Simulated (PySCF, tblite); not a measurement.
# C6H9BCl2O: geometry, infrared bands and NMR shifts

Wanted: the infrared bands and NMR shifts of C6H9BCl2O (`O=C1CC[C@H](CB(Cl)Cl)C1`), by calculation.

Computed with tblite 0.8.0 and PySCF 2.14.0, with density-fitted response routines of our own, on a single molecule in the gas phase. Atoms count from 0, in the outputs and in this text.

## 1. Starting geometry

19 atoms, charge 0, multiplicity 1; geometry from: force field or distance geometry start.

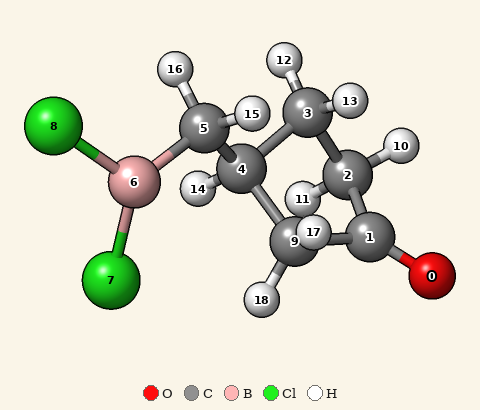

As it starts; oxygen red, carbon grey, boron pink, chlorine green, hydrogen white, atoms numbered; sticks join atoms by distance.

## 2. Geometry optimisation with GFN2-xTB

Job settings and geometry (Å):

```
{"job": {"kind": "relax", "xc": "GFN2-xTB", "basis": "xTB"}, "charge": 0, "multiplicity": 1}
O     -2.726100    -1.569600    -0.791700
C     -1.863800    -0.923100    -0.240200
C     -2.009200     0.218300     0.732800
C     -0.906200     1.119800     0.160800
C      0.253900     0.133600     0.331100
C      1.424100     0.648500    -0.447400
B      2.694800    -0.315400    -0.340100
Cl     2.505800    -1.819200     0.725100
Cl     4.348100     0.487400    -0.522000
C     -0.374400    -1.101600    -0.329700
H     -2.965200     0.751200     0.617900
H     -1.761900    -0.086700     1.764000
H     -0.797300     2.040400     0.732600
H     -1.084700     1.214100    -0.909800
H      0.463200    -0.098800     1.384000
H      1.133100     0.796400    -1.506700
H      1.763000     1.642200    -0.076000
H     -0.087700    -1.086900    -1.423000
H     -0.019400    -2.041300     0.130800
```

On the command line:

```sh
OMP_NUM_THREADS=1 python probes_run.py task.json out
```

The driver reads the jobs from task.json and runs them one after another.

Log:

```text
step      E/eV     max force
  0    -867.23091    1.987
  1    -867.54952    1.635
  2    -867.78589    1.752
  3    -867.89471    1.085
  4    -867.94757    0.542
  5    -868.00429    0.526
  6    -868.05126    0.600
  7    -868.08950    0.554
  8    -868.11266    0.502
  9    -868.13122    0.315
 10    -868.14848    0.312
 11    -868.16403    0.274
 12    -868.17607    0.290
 13    -868.18576    0.249
 14    -868.19361    0.222
 15    -868.20016    0.179
 16    -868.20574    0.157
 17    -868.21052    0.148
 18    -868.21516    0.169
 19    -868.22058    0.181
 20    -868.22707    0.212
 21    -868.23413    0.204
 22    -868.24099    0.230
 23    -868.24714    0.247
 24    -868.25270    0.194
 25    -868.25811    0.161
 26    -868.26325    0.150
 27    -868.26765    0.139
 28    -868.27138    0.150
 29    -868.27503    0.145
 30    -868.27854    0.140
 31    -868.28119    0.100
 32    -868.28294    0.088
 33    -868.28438    0.072
 34    -868.28571    0.159
 35    -868.28701    0.093
 36    -868.28824    0.086
 37    -868.28898    0.081
 38    -868.28973    0.068
 39    -868.29027    0.051
 40    -868.29062    0.055
 41    -868.29087    0.048
 42    -868.29110    0.034
 43    -868.29134    0.035
 44    -868.29159    0.038
 45    -868.29185    0.049
 46    -868.29214    0.047
 47    -868.29247    0.044
 48    -868.29289    0.050
 49    -868.29340    0.063
 50    -868.29402    0.085
 51    -868.29472    0.076
 52    -868.29547    0.062
 53    -868.29624    0.062
 54    -868.29702    0.084
 55    -868.29774    0.103
 56    -868.29829    0.078
 57    -868.29864    0.034
 58    -868.29886    0.033
 59    -868.29905    0.040
 60    -868.29924    0.052
 61    -868.29941    0.037
 62    -868.29956    0.028
 63    -868.29972    0.039
 64    -868.29989    0.046
 65    -868.30012    0.052
 66    -868.30040    0.049
 67    -868.30078    0.047
 68    -868.30120    0.048
 69    -868.30158    0.048
 70    -868.30190    0.045
 71    -868.30221    0.046
 72    -868.30253    0.044
 73    -868.30282    0.034
 74    -868.30304    0.030
 75    -868.30322    0.036
 76    -868.30337    0.027
 77    -868.30350    0.021
 78    -868.30359    0.020
 79    -868.30366    0.020
 80    -868.30375    0.027
 81    -868.30386    0.027
 82    -868.30394    0.022
 83    -868.30401    0.020
 84    -868.30407    0.018
 85    -868.30415    0.023
 86    -868.30425    0.025
 87    -868.30436    0.031
 88    -868.30446    0.028
 89    -868.30456    0.022
 90    -868.30466    0.022
 91    -868.30477    0.027
 92    -868.30488    0.036
 93    -868.30503    0.036
 94    -868.30523    0.037
 95    -868.30542    0.033
 96    -868.30555    0.037
 97    -868.30565    0.030
 98    -868.30578    0.036
 99    -868.30602    0.038
100    -868.30630    0.032
101    -868.30647    0.026
102    -868.30660    0.041
103    -868.30675    0.046
104    -868.30692    0.038
105    -868.30703    0.042
106    -868.30716    0.024
107    -868.30723    0.020
108    -868.30732    0.018
109    -868.30740    0.018
110    -868.30751    0.019
111    -868.30756    0.014
112    -868.30759    0.013
113    -868.30761    0.013
114    -868.30764    0.016
115    -868.30767    0.012
116    -868.30768    0.008
```

Wall time 1.8 s (1 thread of Arm Neoverse N1, shared host); peak memory 0.18 GiB.

The steps of the relaxation: (not every step is listed)

```tsv
step	energy from step 0 (eV)	largest force (eV/Å)
0	0.0000	1.9866
1	-0.3186	1.6352
2	-0.5550	1.7523
3	-0.6638	1.0846
4	-0.7167	0.5421
5	-0.7734	0.5258
6	-0.8203	0.5996
7	-0.8586	0.5538
8	-0.8818	0.5015
18	-0.9842	0.1692
28	-1.0405	0.1499
38	-1.0588	0.0681
48	-1.0620	0.0497
58	-1.0679	0.0330
68	-1.0703	0.0481
78	-1.0727	0.0197
88	-1.0735	0.0275
98	-1.0749	0.0357
108	-1.0764	0.0180
111	-1.0766	0.0145
112	-1.0767	0.0132
113	-1.0767	0.0135
114	-1.0767	0.0157
115	-1.0768	0.0122
116	-1.0768	0.0084
```

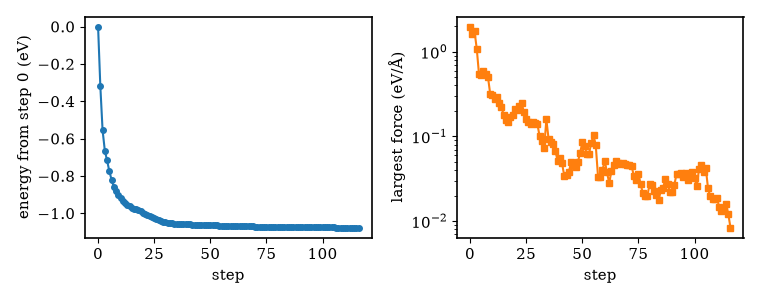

Energy and force, step by step.

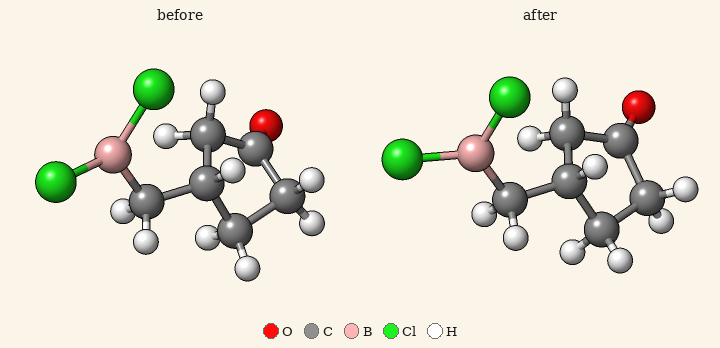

The geometry before (left) and after (right).

Distances of close pairs at the start and the end, largest changes first:

```tsv
bond	before (Å)	after (Å)	change (Å)
B6–Cl7	1.853	1.716	-0.136
B6–Cl8	1.847	1.720	-0.127
C9–H17	1.130	1.093	-0.037
C4–C5	1.497	1.533	+0.036
C5–H16	1.114	1.096	-0.018
C9–H18	1.105	1.089	-0.016
C5–H15	1.108	1.093	-0.015
C1–C9	1.503	1.515	+0.012
```

The final coordinates are the input of the step that follows.

## 3. Vibrational analysis with GFN2-xTB

Job settings and geometry (Å):

```
{"job": {"kind": "ir", "xc": "GFN2-xTB", "basis": "xTB"}, "charge": 0, "multiplicity": 1}
O     -2.609655    -1.933136    -0.359020
C     -1.828454    -1.053286    -0.121022
C     -2.160702     0.285172     0.505442
C     -0.915438     1.140730     0.298075
C      0.239859     0.130701     0.327645
C      1.523452     0.668037    -0.314597
B      2.793032    -0.286452    -0.233116
Cl     2.910552    -1.533258     0.940328
Cl     4.114689    -0.055265    -1.309362
C     -0.339468    -1.086211    -0.395919
H     -3.068528     0.707372     0.077116
H     -2.346587     0.109175     1.567739
H     -0.807488     1.914216     1.056783
H     -0.955003     1.622751    -0.680508
H      0.449615    -0.140758     1.366380
H      1.316808     0.939739    -1.353242
H      1.777557     1.610878     0.182921
H     -0.201981    -0.997390    -1.476694
H      0.097936    -2.033766    -0.086409
```

Log:

```text
mode    cm-1     km/mol
  1      17.2      1.55
  2      57.6      1.43
  3      72.9      3.20
  4      89.8      2.96
  5     161.4      2.30
  6     211.5      4.58
  7     236.1      1.28
  8     314.0      0.35
  9     353.2      3.90
 10     400.2      4.58
 11     459.1      1.03
 12     492.7     15.08
 13     546.1      2.05
 14     565.6      7.88
 15     589.1      3.22
 16     735.5     62.02
 17     763.1     36.71
 18     797.8     39.43
 19     859.0      2.50
 20     905.5      8.18
 21     936.1     22.32
 22     959.0      4.87
 23     997.8    111.94
 24    1033.3     15.88
 25    1061.5      5.59
 26    1100.3     20.37
 27    1109.5      2.99
 28    1137.3     25.32
 29    1141.5    136.40
 30    1172.6      1.03
 31    1216.5      7.35
 32    1242.0     21.88
 33    1244.8     10.30
 34    1272.1      3.77
 35    1307.8     15.11
 36    1314.7      5.01
 37    1345.1     15.25
 38    1435.8      6.28
 39    1436.2     18.98
 40    1452.8     12.26
 41    1492.2      1.72
 42    1804.2    417.19
 43    2930.9      7.69
 44    2950.6     20.31
 45    2964.7      7.34
 46    2967.8      3.42
 47    2970.4     20.23
 48    2987.1     56.97
 49    3012.7     30.73
 50    3016.1     11.50
 51    3020.7     25.17
```

Wall time 1.5 s (1 thread of Arm Neoverse N1, shared host); peak memory 0.18 GiB.

Which atoms move in the most intense modes:

```tsv
cm⁻¹	km/mol	atoms
736	62.0	B6 41 %
763	36.7	B6 25 %
798	39.4	B6 28 %, C5 22 %, H16 18 %, H15 13 %
998	111.9	B6 61 %, C5 21 %
1142	136.4	C1 44 %
1804	417.2	C1 63 %, O0 36 %
2987	57.0	H13 76 %
3013	30.7	H12 74 %, H10 18 %
```

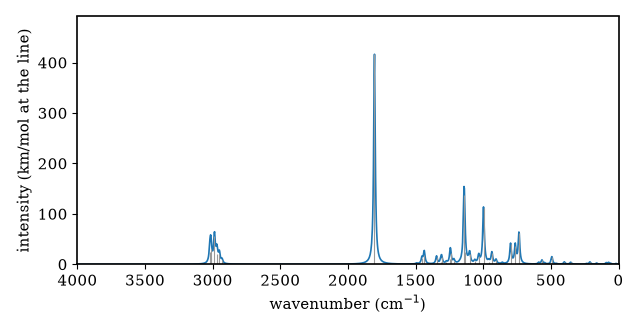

The infrared spectrum from these modes, unscaled. Lines are broadened to a width of 14 cm⁻¹ (Lorentzian).

## 4. NMR shieldings: PBE0/pcSseg-1

Settings changed since step 3:

```diff
@@ -1,2 +1,2 @@
-{"job": {"kind": "ir", "xc": "GFN2-xTB", "basis": "xTB"}, "charge": 0, "multiplicity": 1}
+{"job": {"kind": "nmr", "xc": "PBE0", "basis": "pcSseg-1"}, "charge": 0, "multiplicity": 1}
 O     -2.609655    -1.933136    -0.359020
```

Level: GIAO PBE0/pcSseg-1 NMR shielding, non-relativistic, gas phase.

Log:

```text
coarse grid: 17520 points
cycle   1  E = -1253.6416673235  dE =  1.530e+00  |g| = 8.207e-01  |ddm| = 3.995e+00
cycle   2  E = -1253.3102202712  dE =  3.314e-01  |g| = 1.560e+00  |ddm| = 2.503e+00
cycle   3  E = -1253.7756603270  dE = -4.654e-01  |g| = 2.072e-01  |ddm| = 1.897e+00
cycle   4  E = -1253.7850884618  dE = -9.428e-03  |g| = 5.925e-02  |ddm| = 2.188e-01
cycle   5  E = -1253.7858446177  dE = -7.562e-04  |g| = 1.456e-02  |ddm| = 6.390e-02
cycle   6  E = -1253.7858921986  dE = -4.758e-05  |g| = 4.207e-03  |ddm| = 1.564e-02
cycle   7  E = -1253.7858958692  dE = -3.671e-06  |g| = 1.227e-03  |ddm| = 4.468e-03
final grid: 161504 points
cycle   8  E = -1253.8529647064  dE = -4.730e-05  |g| = 1.428e-02  |ddm| = 3.837e-02
cycle   9  E = -1253.8528633240  dE =  1.014e-04  |g| = 2.693e-02  |ddm| = 3.312e-02
cycle  10  E = -1253.8530052197  dE = -1.419e-04  |g| = 2.727e-03  |ddm| = 2.339e-02
cycle  11  E = -1253.8530066664  dE = -1.447e-06  |g| = 4.828e-04  |ddm| = 2.465e-03
cycle  12  E = -1253.8530067161  dE = -4.973e-08  |g| = 1.261e-04  |ddm| = 6.290e-04
cycle  13  E = -1253.8530067196  dE = -3.475e-09  |g| = 3.847e-05  |ddm| = 1.529e-04
cycle  14  E = -1253.8530067200  dE = -3.652e-10  |g| = 9.029e-06  |ddm| = 4.433e-05
converged SCF energy = -1253.8530067200

GIAO shielding tensors (ppm)
atom      isotropic    diamagn.    paramagn.     s11        s22        s33       span
  0 O     -332.229     393.961    -726.190   -937.406   -416.970    357.688   1295.094
  1 C      -34.523     249.525    -284.048   -107.284    -59.721     63.437    170.721
  2 C      144.731     253.070    -108.339    124.884    140.745    168.563     43.679
  3 C      151.948     247.962     -96.014    130.308    149.326    176.212     45.904
  4 C      149.142     249.334    -100.193    132.733    148.373    166.319     33.586
  5 C      145.463     249.955    -104.492    129.475    135.308    171.607     42.132
  6 B       36.317     189.290    -152.973    -10.030     33.187     85.795     95.825
  7 Cl     672.479    1147.653    -475.174    368.266    713.855    935.315    567.049
  8 Cl     659.012    1145.447    -486.435    362.197    728.703    886.135    523.938
  9 C      139.275     252.992    -113.718    120.856    136.202    160.767     39.912
 10 H       29.435      29.012       0.423     25.129     27.817     35.360     10.231
 11 H       29.473      29.630      -0.157     25.716     27.362     35.340      9.624
 12 H       29.601      30.989      -1.388     25.418     27.914     35.471     10.053
 13 H       30.397      31.817      -1.420     25.243     30.507     35.440     10.197
 14 H       29.296      33.579      -4.283     24.743     29.585     33.561      8.818
 15 H       30.282      31.528      -1.245     25.634     31.241     33.972      8.338
 16 H       29.944      30.061      -0.117     25.409     29.916     34.507      9.098
 17 H       30.409      31.911      -1.502     26.569     30.122     34.535      7.966
 18 H       29.120      31.560      -2.440     24.077     30.823     32.462      8.384
```

It took 79 s on 1 thread of Arm Neoverse N1, shared host; peak memory 1.1 GiB.

Shifts follow as δ = σ(reference) − σ, with reference shieldings (ppm) from runs at the same level and on the same kind of geometry: ¹H TMS 31.72, ¹³C TMS 186.9, ¹⁷O H2O 336.1, ¹¹B BF3·OEt2 100.1, ³⁵Cl HCl 950. The references are single molecules in the gas phase, so shifts against H2O, NH3, PH3, H3PO4 or CFCl3 are not on the usual liquid scales and can be off by tens of ppm. Atoms listed in one row are averaged.

```tsv
atoms	environment	σ (ppm)	δ (ppm)	δ scaled to CDCl3
C1	ketone carbonyl carbon	-34.5	221.4	214.2
C9	sp3 CH2 α to a carbonyl	139.3	47.7	44.6
C2	sp3 CH2 α to a carbonyl	144.7	42.2	39.3
C5	sp3 CH2 bonded to B	145.5	41.5	38.6
C4	sp3 CH in a ring	149.1	37.8	35.0
C3	sp3 CH2 in a ring	151.9	35.0	32.2
H18	hydrogen on an sp3 CH2 α to a carbonyl	29.12	2.60	2.55
H14	hydrogen on an sp3 CH in a ring	29.30	2.42	2.39
H10	hydrogen on an sp3 CH2 α to a carbonyl	29.44	2.28	2.26
H11	hydrogen on an sp3 CH2 α to a carbonyl	29.47	2.24	2.22
H12	hydrogen on an sp3 CH2 in a ring	29.60	2.12	2.10
H16	hydrogen on an sp3 CH2 bonded to B	29.94	1.77	1.78
H15	hydrogen on an sp3 CH2 bonded to B	30.28	1.43	1.46
H13	hydrogen on an sp3 CH2 in a ring	30.40	1.32	1.35
H17	hydrogen on an sp3 CH2 α to a carbonyl	30.41	1.31	1.34
O0	ketone oxygen	-332.2	668.3	–
B6	boron bonded to C, 2 Cl	36.3	63.8	–
Cl7, Cl8	chlorine bonded to B	666	284	–
```

The scaled column applies a straight-line fit of computed shieldings to shifts measured in CDCl3, with any fitted terms for Cl, Br or S neighbours (root-mean-square error 0.16 ppm for H, 1.9 ppm for C).

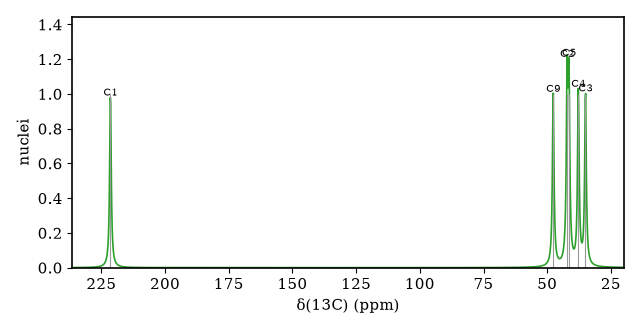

¹³C lines at the computed shifts, without couplings. Lines are broadened to a width of 0.75 ppm (Lorentzian).

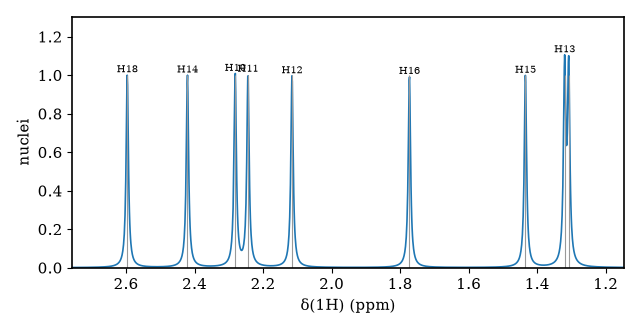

¹H lines at the computed shifts, without couplings. Lines are broadened to a width of 0.01 ppm (Lorentzian).

Charges from the same density, by scheme (e):

```tsv
atoms	Mulliken	IAO	Hirshfeld	ESP fit
O0	-0.35	-0.41	-0.25	-0.51
C1	0.19	0.40	0.17	0.55
C2	-0.22	-0.33	-0.08	-0.21
C3	-0.14	-0.26	-0.07	-0.20
C4	-0.40	-0.10	-0.03	0.35
C5	-0.33	-0.41	-0.15	-0.32
B6	0.46	0.15	0.18	0.23
Cl7, Cl8	-0.17	-0.03	-0.04	-0.11
C9	-0.16	-0.33	-0.09	-0.33
```

Mulliken charges:

O0 -0.35; C1 0.19; C2 -0.22; C3 -0.14; C4 -0.40; C5 -0.33; B6 0.46; Cl7 -0.16; Cl8 -0.17; C9 -0.16; H10 0.15; H11 0.15; H12 0.13; H13 0.12; H14 0.13; H15 0.14; H16 0.16; H17 0.15; H18 0.16

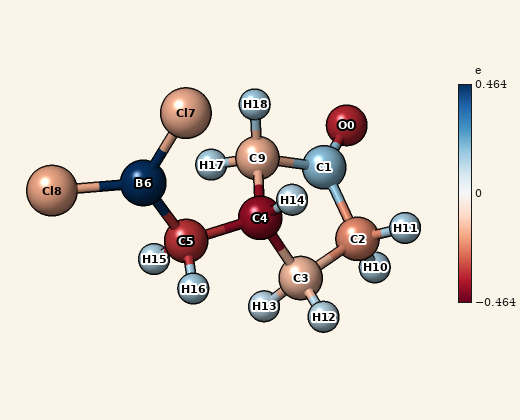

Mulliken charges, as colours on the atoms.

Mayer bond orders: O0–C1 2.05, C1–C2 0.98, C2–C3 1.03, C3–C4 0.99, C4–C5 1.02, C5–B6 1.01, B6–Cl7 1.18, B6–Cl8 1.18, C4–C9 0.99, C9–C1 0.99.

Ring of atoms C1, C2, C3, C4, C9: NICS(0) 0.4, NICS(1) -2.8, NICS(1)zz -2.2 ppm (means of both faces).

## 5. What came out

```
                                                                quantity                                                     value
                               strongest single infrared mode (GFN2-xTB)                                     1804 cm⁻¹, 417 km/mol
                                            zero-point energy (GFN2-xTB)                                             89.6 kcal/mol
                                  ¹³C shifts against TMS (PBE0/pcSseg-1)                   221.4, 47.7, 42.2, 41.5, 37.8, 35.0 ppm
                                   ¹H shifts against TMS (PBE0/pcSseg-1)  2.60, 2.42, 2.28, 2.24, 2.12, 1.77, 1.43, 1.32, 1.31 ppm
                                  ¹⁷O shifts against H2O (PBE0/pcSseg-1)                                                 668.3 ppm
                             ¹¹B shifts against BF3·OEt2 (PBE0/pcSseg-1)                                                  63.8 ppm
³⁵Cl shifts against HCl (PBE0/pcSseg-1, means over atoms taken as alike)                                                   284 ppm
```

What this shows: The optimisation took 116 steps and gained 1.077 eV; among the close pairs (by a distance rule), B6–Cl7 changed most, from 1.853 to 1.716 Å. No mode is imaginary among the 51: a minimum at this level. The strongest single mode, at 1804 cm⁻¹, moves mainly C1 and O0. GFN2-xTB is a fitted tight-binding method: band positions and strengths are rough. Its intensities can rank the bands wrongly. C1 (ketone carbonyl carbon) lies farthest downfield among carbon, at 221.4 ppm; the double bond to the heteroatom, with no lone-pair donor beside it, deshields it most. At PBE0/pcSseg-1: The largest span, 1295 ppm, is at O0, where the paramagnetic term is -726 ppm.
